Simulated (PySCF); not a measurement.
# C₅H₁₂S₂Si: what the fields show

The calculation's input:

```
{"job": {"kind": "nmr", "xc": "PBE0", "basis": "pcSseg-1"}, "charge": 0, "multiplicity": 1}
C      3.395287    -0.137086     0.611861
S      2.251003     1.221206     0.994685
Si     0.577409     0.579763    -0.192507
C     -0.202570    -1.008791     0.512150
C     -1.564528    -1.295803    -0.117423
C     -2.546321    -0.150987     0.073114
S     -2.194616     1.289317    -0.981989
C     -0.726571     1.946143    -0.134346
H      3.589157    -0.154010    -0.455403
H      4.313918     0.060331     1.153456
H      2.966957    -1.078417     0.938148
H      1.026716     0.380504    -1.573513
H     -0.326879    -0.911267     1.595042
H      0.447034    -1.871147     0.349707
H     -1.992676    -2.196358     0.332742
H     -1.447173    -1.482044    -1.186632
H     -2.562222     0.193714     1.108003
H     -3.552084    -0.457708    -0.213580
H     -0.437091     2.832529    -0.691437
H     -1.019899     2.250789     0.868646
```

Command:

```sh
OMP_NUM_THREADS=1 python probes_run.py task.json out
```

Geometry: GFN2-xTB.

All numbers below come from PySCF 2.14.0, PBE0/pcSseg-1, SCF density, gas phase, non-relativistic.

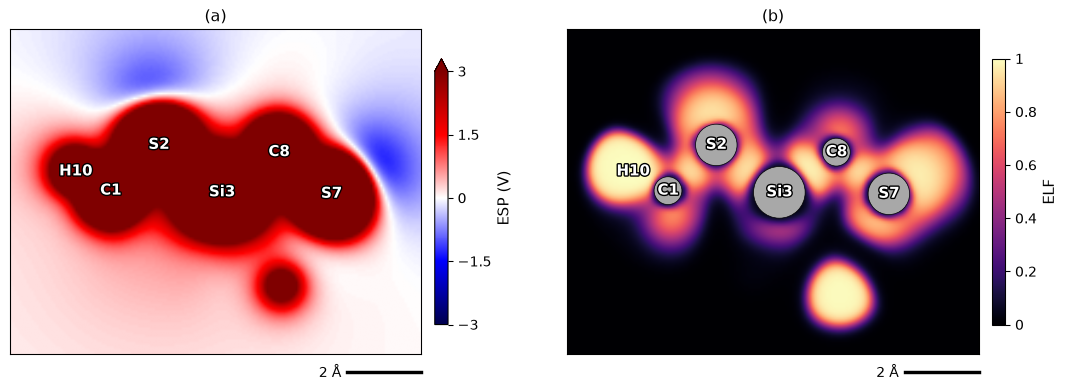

Figure 1. (a) molecular electrostatic potential; (b) electron localisation function on the plane of atoms Si3, C8 and S7. Grey discs cover the atomic cores in the ELF map.

Read the bonding off the picture.

- Atoms in the plane: C, S, Si and H.
- C–S (1.82 Å): the ELF peaks at about 0.90 between the atoms; localised, covalent bonding.
- C–Si (1.89 Å): the ELF peaks at about 0.95 between the atoms, as expected for a covalent bond.
- Si–S (2.15 Å): the ELF peaks at about 0.95 between the atoms (a covalent bond).
- C–H (1.08 Å): the ELF climbs to about 1 towards the hydrogen, as it does in any bond to H (an ordinary covalent bond to hydrogen).
- The ELF also peaks beside S7 and S2, away from the bonds: lone-pair regions.
- Outside the dense part of the molecule the potential is most negative (−1.3 V) near S7.

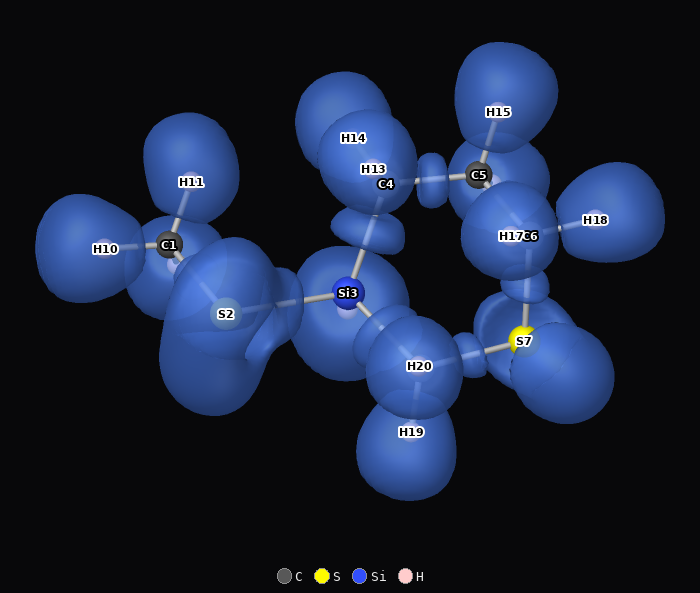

Figure 2. Isosurface of the ELF at 0.8 (blue), seen at a tilt. Only the valence region is drawn (cores and ρ < 0.01 e/Å³ removed).

What do the ELF domains correspond to?

The surface consists of two regions between bonded C–C atoms (shared pairs), three regions between bonded C–S atoms (shared pairs), two regions between bonded C–Si atoms (shared pairs), twelve regions around hydrogen nuclei, one region on S in which the atom's valence shell and bonds are merged and one lobe on S, pointing away from the bonds (lone pairs, which may merge into one lobe). Along the contacts the grid gives the following. C–C (1.52 Å): the ELF peaks at about 0.95 between the atoms: a shared electron pair.

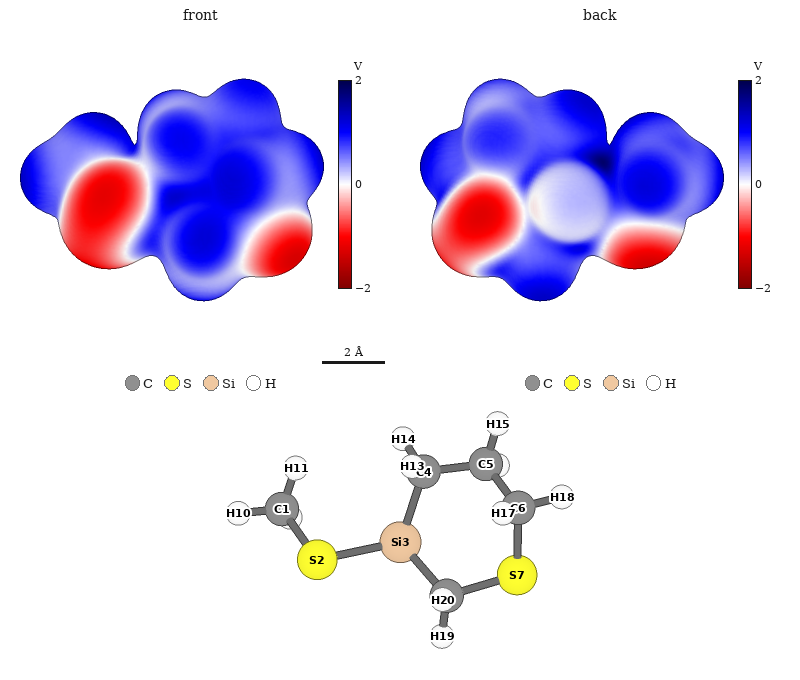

Figure 3. The molecular electrostatic potential painted on the density surface at 0.004 e/bohr³, seen from the front and from behind; red is negative and blue positive. The bare structure is drawn below in the same view.

Where is the surface potential most negative and most positive?

The most negative region (about −1.2 V) lies over S2 and S7, the most positive (about +1.5 V) over Si3.

How polar is the molecule by this calculation?

Its dipole moment is 2.36 D.
